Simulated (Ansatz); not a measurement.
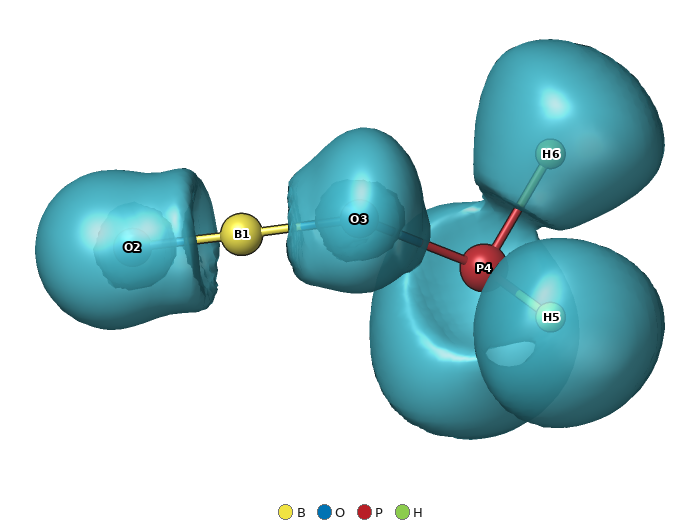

*BH2O2P (SMILES O=BOP). Isosurface of the ELF at 0.75 (cyan), seen at a tilt. Core shells and regions of very low density are left out.*

Geometry: PBE0-D3(BJ)/def2-SVP.

These are results of isolated molecule in a Gaussian basis; Kohn-Sham density functional theory, functional PBE0 in Ansatz 0.2.0, not measurements.

```json
{"atom": "B", "x (Å)": "-2.2441", "y (Å)": "2.9617", "z (Å)": "1.3436"}
{"atom": "O", "x (Å)": "-3.2169", "y (Å)": "2.8577", "z (Å)": "0.6295"}
{"atom": "O", "x (Å)": "-1.2035", "y (Å)": "3.1029", "z (Å)": "2.1367"}
{"atom": "P", "x (Å)": "0.2278", "y (Å)": "2.1861", "z (Å)": "2.1459"}
{"atom": "H", "x (Å)": "0.2763", "y (Å)": "1.9923", "z (Å)": "3.5607"}
{"atom": "H", "x (Å)": "1.1220", "y (Å)": "3.2986", "z (Å)": "2.2142"}
```

**What do the ELF domains correspond to?**

The ELF exceeds this value in two regions on O in which the atom's valence shell and bonds are merged and one joined region spread over several atoms (H, P), in which their bonds and any lone pairs are merged. Along the contacts the grid gives the following. B–O (1.21 Å): the ELF peaks at about 0.85 between the atoms, as expected for a polar covalent bond. P–O (1.70 Å): the ELF peaks at about 0.85 between the atoms (a polar covalent bond).
